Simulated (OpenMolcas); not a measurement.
**Multiconfigurational calculation for Cr³⁺ complex (part 2 of 2)**

Continued. System: Cr³⁺ with 6 ligands (OH; octahedron, 1.84 Å), neutralised by 6 outer point charges of +0.5 e, whose field is part of the energies. Method: state-averaged CASSCF, active space 3 electrons in the shell 3d, basis ANO-RCC-VTZP on the metal and ANO-RCC-VDZP on the ligands, DKH2 scalar Hamiltonian, spin-orbit coupling by RASSI with atomic mean-field integrals (OpenMolcas).

Log (extracts), continued:
```
--- RASSI ---
SPIN-FREE ENERGIES:
  (Shifted by EMIN (a.u.) =      -1503.3770050980)

 SF State       Relative EMIN(au)   Rel lowest level(eV)    D:o, cm**(-1)

     1             0.0000000000        0.0000000000              0.0000
    11             0.0876919787        2.3862203021          19246.1647
    12             0.0876919787        2.3862203021          19246.1647
    13             0.0915795613        2.4920068146          20099.3905
    14             0.0915795613        2.4920068146          20099.3905
    15             0.0928022715        2.5252784556          20367.7443
     2             0.0989711735        2.6931428301          21721.6618
     3             0.0989711735        2.6931428301          21721.6618
     4             0.0994968495        2.7074472015          21837.0344
    16             0.1285789907        3.4988125784          28219.8266
    17             0.1317096775        3.5840029081          28906.9329
    18             0.1317096775        3.5840029081          28906.9329
     5             0.1406659235        3.8277147767          30872.6017
     6             0.1448684589        3.9420715888          31794.9516
     7             0.1448684589        3.9420715888          31794.9516
    19             0.1712178334        4.6590745961          37577.9709
    20             0.1821053066        4.9553378351          39967.4950
    21             0.1821053066        4.9553378351          39967.4950
    22             0.1833935938        4.9903939149          40250.2414
    23             0.1868077089        5.0832967199          40999.5530
    24             0.1877798316        5.1097495274          41212.9093
    25             0.1877798316        5.1097495274          41212.9093
    26             0.1978243573        5.3830749966          43417.4279
    27             0.1978243573        5.3830749966          43417.4279
    28             0.2144845809        5.8364227757          47073.9243
    29             0.2162839074        5.8853849437          47468.8309
    30             0.2162839074        5.8853849437          47468.8309
     9             0.2220817418        6.0431520555          48741.3084
     8             0.2220817418        6.0431520555          48741.3084
    10             0.2277731102        6.1980220768          49990.4194
    31             0.2497108868        6.7949793910          54805.2048
    32             0.2497108868        6.7949793910          54805.2048
    33             0.2511278064        6.8335357358          55116.1827
    34             0.2597354674        7.0677621240          57005.3459
    35             0.2821236047        7.6769743753          61918.9741
    36             0.2821236047        7.6769743753          61918.9741
    37             0.2837480752        7.7211784696          62275.5042
    38             0.2902467434        7.8980162401          63701.7970
    39             0.2924882910        7.9590118587          64193.7598
    40             0.2924882910        7.9590118587          64193.7598
Eigenvalues of complex Hamiltonian:
   -----------------------------------
  (Shifted by EMIN (a.u.) =      -1503.3770050980)

 SO State       Relative EMIN(au)   Rel lowest level(eV)    D:o, cm**(-1)

     1            -0.0000469973        0.0000000000              0.0000
     2            -0.0000469973        0.0000000000              0.0000
     3            -0.0000447722        0.0000605494              0.4884
     4            -0.0000447722        0.0000605494              0.4884
     5             0.0874742661        2.3815749045          19208.6970
     6             0.0874742661        2.3815749045          19208.6970
     7             0.0874808691        2.3817545806          19210.1462
     8             0.0874808691        2.3817545806          19210.1462
     9             0.0913117532        2.4859982482          20050.9281
    10             0.0913117532        2.4859982482          20050.9281
    11             0.0915787962        2.4932648575          20109.5373
    12             0.0915787962        2.4932648575          20109.5373
    13             0.0926879438        2.5234463015          20352.9670
    14             0.0926879438        2.5234463015          20352.9670
    15             0.0985538171        2.6830648441          21640.3774
    16             0.0985538171        2.6830648441          21640.3774
    17             0.0987922068        2.6895517601          21692.6979
    18             0.0987922068        2.6895517601          21692.6979
    19             0.0989863845        2.6948356029          21735.3150
    20             0.0989863845        2.6948356029          21735.3150
    21             0.0994159185        2.7065238189          21829.5868
    22             0.0994159185        2.7065238189          21829.5868
    23             0.0997055975        2.7144063860          21893.1640
    24             0.0997055975        2.7144063860          21893.1640
    25             0.0997393715        2.7153254229          21900.5765
    26             0.0997393715        2.7153254229          21900.5765
    27             0.1284956230        3.4978228900          28211.8442
    28             0.1284956230        3.4978228900          28211.8442
    29             0.1314747708        3.5788896318          28865.6916
    30             0.1314747708        3.5788896318          28865.6916
    31             0.1318308705        3.5885795992          28943.8464
    32             0.1318308705        3.5885795992          28943.8464
    33             0.1407155958        3.8303452904          30893.8182
    34             0.1407155958        3.8303452904          30893.8182
    35             0.1407205723        3.8304807080          30894.9105
    36             0.1407205723        3.8304807080          30894.9105
    37             0.1447344181        3.9397030169          31775.8478
    38             0.1447344181        3.9397030169          31775.8478
    39             0.1448618865        3.9431716069          31803.8238
    40             0.1448618865        3.9431716069          31803.8238
    41             0.1449837258        3.9464870254          31830.5645
Weights of the five most important spin-orbit-free states for each spin-orbit state.

 SO State  Total energy (au)           Spin-free states, spin, and weights
 -------------------------------------------------------------------------------------------------------
    1        -0.000047       1 1.5  0.9996    2 1.5  0.0001    3 1.5  0.0001   16 0.5  0.0001   22 0.5  0.0000
    2        -0.000047       1 1.5  0.9996    2 1.5  0.0001    3 1.5  0.0001   16 0.5  0.0001   22 0.5  0.0000
    3        -0.000045       1 1.5  0.9996    4 1.5  0.0001   17 0.5  0.0001   18 0.5  0.0001    3 1.5  0.0001
    4        -0.000045       1 1.5  0.9996    4 1.5  0.0001   17 0.5  0.0001   18 0.5  0.0001    3 1.5  0.0001
    5         0.087474      11 0.5  0.4923   12 0.5  0.4923    3 1.5  0.0055    2 1.5  0.0055    4 1.5  0.0022
    6         0.087474      11 0.5  0.4923   12 0.5  0.4923    3 1.5  0.0055    2 1.5  0.0055    4 1.5  0.0022
    7         0.087481      12 0.5  0.4917   11 0.5  0.4917    4 1.5  0.0075    2 1.5  0.0034    3 1.5  0.0034
    8         0.087481      12 0.5  0.4917   11 0.5  0.4917    4 1.5  0.0075    2 1.5  0.0034    3 1.5  0.0034
    9         0.091312      14 0.5  0.4961   13 0.5  0.4961    3 1.5  0.0021    2 1.5  0.0021   11 0.5  0.0007
   10         0.091312      14 0.5  0.4961   13 0.5  0.4961    3 1.5  0.0021    2 1.5  0.0021   11 0.5  0.0007
   11         0.091579      13 0.5  0.4854   14 0.5  0.4854   15 0.5  0.0163    3 1.5  0.0058    2 1.5  0.0058
   12         0.091579      13 0.5  0.4854   14 0.5  0.4854   15 0.5  0.0163    3 1.5  0.0058    2 1.5  0.0058
```

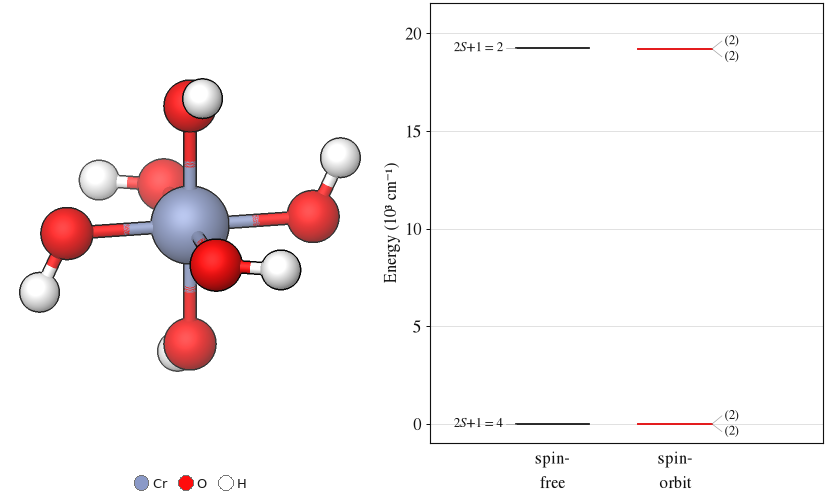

*Cr³⁺ (3d³) with 6 ligands, OH⁻, at 1.84 Å (arrangement: octahedron, Ci), neutralised by outer point charges of +0.5 e, and its levels. Labels give the representation in O, Td, D4 or D3 as the site allows (double group for half-integer spin) where it could be assigned and, in brackets, the degeneracy; spin-free states, where drawn, share the zero of the spin-orbit levels.*

The ground level is a Kramers doublet, 100 % from states of spin multiplicity 4. Its principal g values are 1.98, 3.95 and 3.95, easy-plane. The next level lies at 0.49 cm⁻¹. The active orbitals hold 84 to 95 % metal character (Löwdin), and the Mulliken charge of the metal is +1.90.

Outcome of the run: converged.
